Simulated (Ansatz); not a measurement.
**BNH4 (SMILES BN): levels of theory compared**

We compute a comparison of 6 runs (HF/STO-3G, B3LYP/6-31G*, B2PLYP/def2-TZVPP, PBE-QIDH/def2-TZVPP, MP2/def2-TZVPP, CCSD/def2-TZVPP) of BNH4. 

Program for the calculation: Ansatz 0.2.0.

56 further runs of the same task are left out: 56 set aside as unsound or not needed.

### 1 Starting point

The species is BNH4 (6 atoms), meant as a singlet with charge 0. SMILES: `BN`. One bond was lengthened or shortened from a relaxed shape.

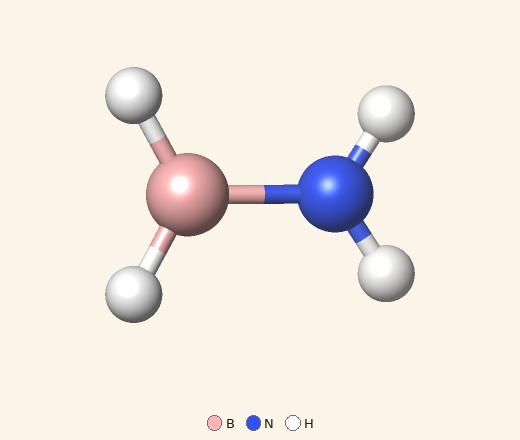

Viewed from a chosen angle; boron pink, nitrogen blue, hydrogen white.

### 2 A single-point energy at HF/STO-3G (run 1)

Contents of job.yaml:

```yaml
crystal:
  periodic: [false, false, false]
  atoms:
    - {symbol: B, position_ang: [-0.169352, -0.883187, -0.031061]}
    - {symbol: "N", position_ang: [0.146100, 0.677400, 0.010800]}
    - {symbol: H, position_ang: [0.184648, -1.571587, 0.882039]}
    - {symbol: H, position_ang: [-0.753152, -1.332287, -0.974661]}
    - {symbol: H, position_ang: [-0.121600, 1.313700, -0.720800]}
    - {symbol: H, position_ang: [0.632000, 1.121400, 0.771300]}
basis:
  gaussian:
    orbitals: STO-3G
accuracy: high
hamiltonian:
  xc: hf
output: {orbitals: {seedname: orbitals}}
```

Run with:

```bash
ansatz run job.yaml --threads 1 --pin off --max-ram 3480MiB --events-out events.jsonl --progress --plain --runs-dir runs
```

Standard output:

```text
Warning: RAYON_NUM_THREADS=1 ignored (pool sized by the plan → 1); use --threads N
Functional definition: HF
  name "HF"
  exchange = exact_x
  correlation = 0
230 factors; integrals over basis functions are off by at most 1.1e-8 eV
mean field evaluation 1: about -2187.5622 eV, gradient 1.6e1 eV
mean field evaluation 2: about -2187.5986 eV, gradient 1.6e1 eV
mean field evaluation 4: about -2188.5343 eV, gradient 1.4e0 eV
mean field evaluation 8: about -2188.5434 eV, gradient 2.9e-6 eV
mean field -2188.54336397 eV, -80.4274851779 hartree, gradient 7.3e-9 eV, S^2 0.000000; 0 other end points of the search recorded, 0 dependent functions left out
reference -2188.54336397 eV, -80.4274851779 hartree; 8, 8 occupied and 6, 6 virtual orbitals, 230 factors
Total energy: -2188.54336397 eV, -80.4274851779 hartree
```

Run time: 0.08 s. Hardware: 1 thread of Arm Neoverse V1, shared host.

### 3 The energy at B3LYP/6-31G(d) (spherical functions) (run 2)

Contents of molecule.yaml:

```yaml
crystal:
  periodic: [false, false, false]
  atoms:
    - {symbol: B, position_ang: [-0.169352, -0.883187, -0.031061]}
    - {symbol: "N", position_ang: [0.146100, 0.677400, 0.010800]}
    - {symbol: H, position_ang: [0.184648, -1.571587, 0.882039]}
    - {symbol: H, position_ang: [-0.753152, -1.332287, -0.974661]}
    - {symbol: H, position_ang: [-0.121600, 1.313700, -0.720800]}
    - {symbol: H, position_ang: [0.632000, 1.121400, 0.771300]}
basis:
  gaussian:
    orbitals: 6-31G_st_-spherical.json
hamiltonian:
  xc: {name: B3LYP}
accuracy: high
output: {orbitals: {seedname: orbitals}}
```

The basis set 6-31G* is read from a file made from the Basis Set Exchange's data (not shown).

Run with:

```bash
ansatz run molecule.yaml --threads 1 --pin off --max-ram 3480MiB --events-out events.jsonl --progress --plain --runs-dir runs
```

Standard output:

```text
Warning: RAYON_NUM_THREADS=1 ignored (pool sized by the plan → 1); use --threads N
Functional definition: B3LYP
  name "B3LYP"
  parameter a0 = 0.2
  parameter ax = 0.72
  parameter ac = 0.81
  exchange = (1 - a0 - ax)*slater_x + ax*b88_x + a0*exact_x
  correlation = (1 - ac)*vwn_rpa_c + ac*lyp_c
829 factors; integrals over basis functions are off by at most 2.7e-9 eV
mean field evaluation 1: about -2227.2149 eV, gradient 4.7e1 eV
mean field evaluation 2: about -2214.9144 eV, gradient 8.2e1 eV
mean field evaluation 4: about -2231.7342 eV, gradient 2.1e0 eV
mean field evaluation 8: about -2231.7420 eV, gradient 1.8e-2 eV
mean field evaluation 16: about -2231.7420 eV, gradient 9.2e-8 eV
mean field -2231.74202343 eV, -82.0150066318 hartree, gradient 1.1e-8 eV, S^2 0.000000; 0 other end points of the search recorded, 0 dependent functions left out
reference -2231.74205328 eV, -82.0150077291 hartree; 8, 8 occupied and 28, 28 virtual orbitals, 829 factors
Total energy: -2231.74205328 eV, -82.0150077291 hartree
```

Run time: 1.4 s. Hardware: 1 thread of Arm Neoverse V1, shared host; peak memory 0.099 GiB.

Runs 3 to 5 aren't shown in full; the table further down has their settings and results.

### 4 The energy at CCSD/def2-TZVPP (run 6)

Contents of run.yaml:

```yaml
basis:
  gaussian:
    orbitals: def2-TZVPP
crystal:
  periodic: [false, false, false]
  atoms:
    - {symbol: B, position_ang: [-0.169352, -0.883187, -0.031061]}
    - {symbol: "N", position_ang: [0.146100, 0.677400, 0.010800]}
    - {symbol: H, position_ang: [0.184648, -1.571587, 0.882039]}
    - {symbol: H, position_ang: [-0.753152, -1.332287, -0.974661]}
    - {symbol: H, position_ang: [-0.121600, 1.313700, -0.720800]}
    - {symbol: H, position_ang: [0.632000, 1.121400, 0.771300]}
correlation:
  method: ccsd
  frozen_orbitals: {B: 1, H: 0, "N": 1}
accuracy: high
scf:
  omitted_lower_state_checks: [cluster_reference, increment]
```

Run with:

```bash
ansatz run run.yaml --threads 1 --pin off --max-ram 3480MiB --events-out events.jsonl --progress --plain --runs-dir runs
```

Standard output:

```text
Warning: RAYON_NUM_THREADS=1 ignored (pool sized by the plan → 1); use --threads N
[... 11 lines left out ...]
2 core orbitals not correlated: weight in the atoms' cores, before any rotation towards them, 1.000 or more for the frozen orbitals, at most 0.000 for the correlated occupied ones
[... 22 lines left out ...]
Total energy: -2227.42648224 eV, -81.8564134186 hartree
Checks for a lower state left out: cluster_reference, increment
```

It took 22 s on 1 thread of Arm Neoverse V1, shared host; peak memory 1.2 GiB.

### 5 All runs side by side

| run | level | frozen core orbitals | energy (Eh) | HOMO energy (eV) | LUMO energy (eV) | HOMO–LUMO gap (eV) | wall time |
| --- | --- | --- | --- | --- | --- | --- | --- |
| 1 | HF/STO-3G | – | -80.427485 | -8.91 | 7.84 | 16.75 | 0.08 s |
| 2 | B3LYP/6-31G* (spherical functions) | – | -82.015008 | -7.18 | -0.17 | 7.01 | 1.4 s |
| 3 | B2PLYP/def2-TZVPP | 2 | -81.975156 | -8.99 | 0.72 | 9.70 | 8.7 s |
| 4 | PBE-QIDH/def2-TZVPP | 2 | -81.928726 | -9.93 | 1.30 | 11.24 | 8.7 s |
| 5 | MP2/def2-TZVPP | 2 | -81.833419 | – | – | – | 4.5 s |
| 6 | CCSD/def2-TZVPP | 2 | -81.856413 | – | – | – | 22 s |

### 6 Summary of results

| quantity | value |
| --- | --- |
| run 6: total energy | -81.85641 Eh |
| run 6: correlation energy (2 core orbitals frozen) | -351.8 mEh |
| run 6: T1 diagnostic | 0.017 |

In words: Over runs 1, 2, 3, 4 the HOMO–LUMO gap runs from 7.01 eV (B3LYP/6-31G*) to 16.75 eV (HF/STO-3G). The two ends differ in method and basis. Totals of different functionals can't be ranked against each other. In run 1 the basis is minimal, so the values are rough. All runs together took 45 s, the longest 22 s.
